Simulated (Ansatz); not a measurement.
TiSi2 under a change: Ti → Ca

Start from TiSi2 (space group Fddd, No. 70; a = 4.760 Å, b = 8.180 Å, c = 8.500 Å).

Now apply this change: Ca takes the place of Ti on all its sites; the structure is relaxed again.

Method: plane-wave PAW DFT at the PBEsol level (Ansatz, a quantum-chemistry and plane-wave program, 420 eV), no SOC. k-mesh 11×11×11 (Γ-centred); smearing 0.05 eV (Fermi–Dirac), for the changed cell.

The volume per atom grows by 6.23 Å³ (13.79 Å³ → 20.02 Å³) and the density drops by 1.515 g/cm³ to 2.66 g/cm³. The space group is still Fddd (No. 70) and the shortest interatomic distance shrinks by 0.1941 Å (2.517 Å → 2.322 Å). The band gap is still zero.

Final structure:

```yaml
crystal:
  lattice:
    - [0.00000, 4.14948, 5.04900]
    - [2.86698, 0.00000, 5.04900]
    - [2.86698, 4.14948, 0.00000]
  atoms:
    - { symbol: Si, position: [0.63993, 0.36007, 0.63993] }
    - { symbol: Si, position: [0.36007, 0.63993, 0.36007] }
    - { symbol: Si, position: [0.61007, 0.88993, 0.61007] }
    - { symbol: Si, position: [0.88993, 0.61007, 0.88993] }
    - { symbol: Ca, position: [0.00000, 0.00000, 0.00000] }
    - { symbol: Ca, position: [0.25000, 0.25000, 0.25000] }
```

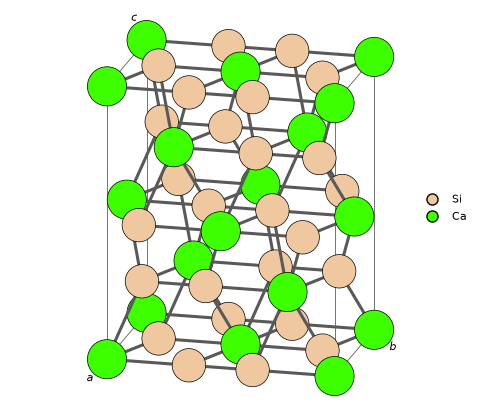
Fig. 1. The relaxed conventional cell after the change

Stability against distortions was not tested. As relaxed here, CaSi2 is a hypothetical phase, not in the database extracts checked. The final runs are not spin-polarised.
